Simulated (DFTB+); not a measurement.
C2N2Zn: energy and gradient calculation

C2N2Zn (Zn(CN)2), SMILES N#[C][Zn][C]#N, computed with DFTB1, R-SCC (DFTB+ 25.1).

The geometry comes from this level: GFN2-xTB.

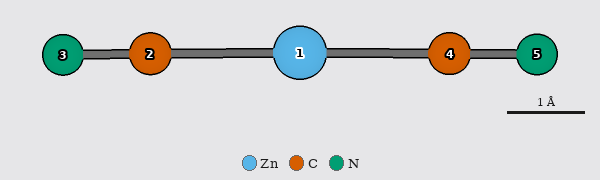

The input geometry (ball-and-stick view, seen on its broad side; atoms are numbered from 1 in the order of the input). Sticks mark near contacts.

Input file (dftb_in.hsd)
```
Geometry = GenFormat {
  <<< "mol.gen"
}

Hamiltonian = DFTB {
  SCC = No
  SlaterKosterFiles = Type2FileNames {
    Prefix = "slakos/"
    Separator = ""
    Suffix = ".spl"
    LowerCaseTypeName = Yes
  }
  MaxAngularMomentum = {
    Zn = "d"
    C = "p"
    N = "p"
  }
  Charge = 0
  Filling = Fermi {
    Temperature [Kelvin] = 300
  }
}

Analysis = {
  PrintForces = Yes
}

Options = {
  WriteResultsTag = Yes
}

InputVersion = 25.1
```

File mol.gen
```
5 C
Zn C N
   1  1      0.009300      0.011410     -0.000220
   2  2      0.005910      0.011780      1.952670
   3  3     -0.005450      0.011300      3.095070
   4  2     -0.000640     -0.008890     -1.952650
   5  3     -0.009120     -0.025600     -3.094870
```

Launch command:
```bash
dftb+ > run.log
```

Output
```
|  DFTB+ development version (commit: a23bfb2)

Reading input file 'dftb_in.hsd'
Parser version: 14

--------------------------------------------------------------------------------
Reading SK-files:
./slakos/znzn.spl
./slakos/znc.spl
./slakos/znn.spl
./slakos/cc.spl
./slakos/cn.spl
./slakos/nn.spl
Done.

Processed input in HSD format written to 'dftb_pin.hsd'

Starting initialization...
--------------------------------------------------------------------------------
OpenMP threads:              1
Chosen random seed:          363864830
Current stacksize:           unlimited
Mode:                        Static calculation
Self consistent charges:     No
Spin polarisation:           No
Nr. of up electrons:            15.000000
Nr. of down electrons:          15.000000
Periodic boundaries:         No
Electronic solver:           Relatively robust
Electronic temperature:              0.950045E-03 H      0.258520E-01 eV
Included shells:            Zn:  s, p, d
                             C:  s, p
                             N:  s, p
Extra options:
                             Mulliken analysis
                             Force calculation
Force type                   original

--------------------------------------------------------------------------------

***  Geometry step: 0

Total Energy:                      -12.5476794192 H         -341.4397 eV
Extrapolated to 0K:                -12.5476794192 H         -341.4397 eV
Total Mermin free energy:          -12.5476794192 H         -341.4397 eV
Force related energy:              -12.5476794192 H         -341.4397 eV

--------------------------------------------------------------------------------
--------------------------------------------------------------------------------
--------------------------------------------------------------------------------
Missing                                +       0.00 (100.0%)       0.00 (100.0%)
Total                                  =       0.00 (100.0%)       0.00 (100.0%)
--------------------------------------------------------------------------------
```

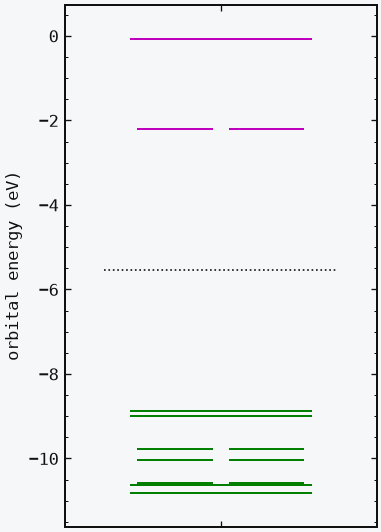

Orbital energies near the frontier; the dotted line parts filled from empty levels, and levels within 0.02 eV of each other stand side by side. Highest filled −8.87 eV, lowest empty −2.21 eV, 6.66 eV apart.

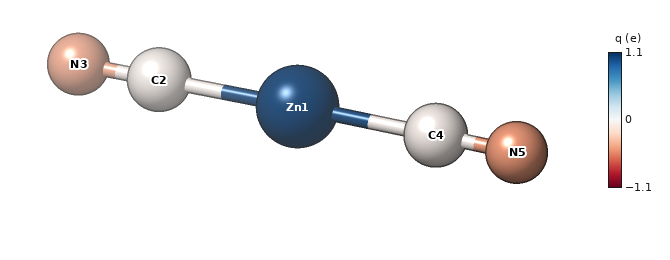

Mulliken charges, as the colour of each atom (ball-and-stick view, seen at a tilt; atoms are numbered from 1 in the order of the input). By element: Zn +1.05, C −0.06 to −0.05 and N −0.47 e.

Results in brief

- outcome: converged
- total energy: −12.547679 hartree
- basis functions: 25
- largest force: 1.279 eV/Å
- HOMO: −8.87 eV
- LUMO: −2.21 eV
- dipole moment: 0.12 D
- hardware: 1 thread of Intel Xeon @ 2.50GHz (Skylake/Cascade Lake), 128 GiB of memory available, shared host
- peak memory: 0.077 GiB
